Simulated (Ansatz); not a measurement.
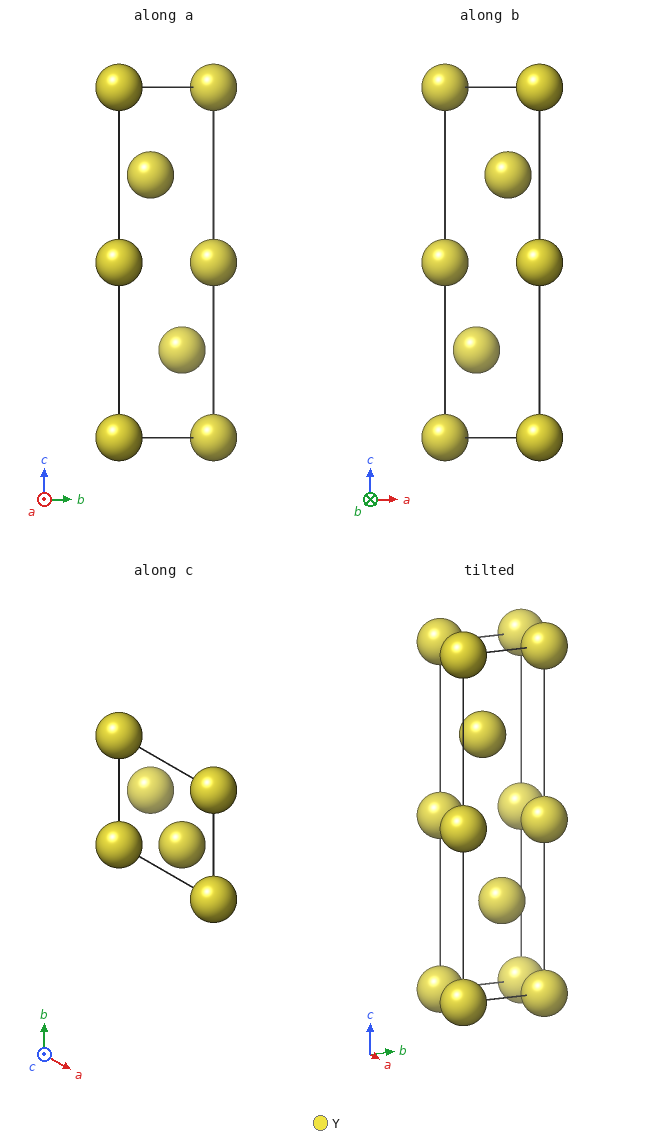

Crystal structure, spheres-only style, seen along the a axis, along the b axis, along the c axis and slightly off an axis. The frame is the conventional unit cell; atoms at its boundary are shown with their periodic copies.

Lattice parameters: a = 3.6077 Å, b = 3.6077 Å, c = 11.5767 Å, α = 90.000°, β = 90.000°, γ = 120.000°.

Express the structure as a CIF with its space group and independent sites.

Answer.
```cif
data_structure
_symmetry_space_group_name_H-M 'P 63/m m c'
_symmetry_Int_Tables_number 194
_cell_length_a 3.6077
_cell_length_b 3.6077
_cell_length_c 11.5767
_cell_angle_alpha 90.000
_cell_angle_beta 90.000
_cell_angle_gamma 120.000
_cell_volume 130.49
loop_
_atom_site_label
_atom_site_type_symbol
_atom_site_symmetry_multiplicity
_atom_site_Wyckoff_symbol
_atom_site_fract_x
_atom_site_fract_y
_atom_site_fract_z
_atom_site_occupancy
Y1 Y 2 a 0.0000 0.0000 0.0000 1
Y2 Y 2 c 0.3333 0.6667 0.2500 1
```

The initial geometry was a structure type filled with this element by a generator (whether the element takes this form wasn't checked). Earlier steps of the study may have refined or changed the cell and positions. It was run through Ansatz as a DFT input.
